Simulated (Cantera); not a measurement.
Charge: 1 mol Fe2O3, 0.4 mol SO3, 37 mol N2, 4.1 mol SO2, equilibrated at 0.100 bar.

Cantera equilibrium calculation (NASA polynomials, part measured and part estimated; ideal gas, pure solids and liquids). Candidate condensed phases: Fe, FeO, FeS, FeSO4, FeS2, Fe2O3, Fe2(SO4)3, Fe3O4, S; 19 gas species. The numbers say what is thermodynamically allowed, not how fast it happens.

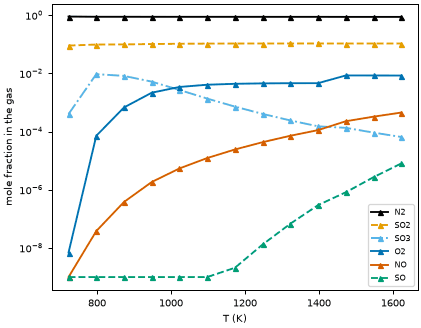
Figure: Equilibrium gas composition (values under 1e-9 drawn at 1e-9)

Question: Read off the mole fractions at 1548 K.

Answer: N2 about 0.88, SO2 about 0.11, O2 about 0.0085, NO about 0.00033, SO3 about 9.3e-5, SO about 2.7e-6.
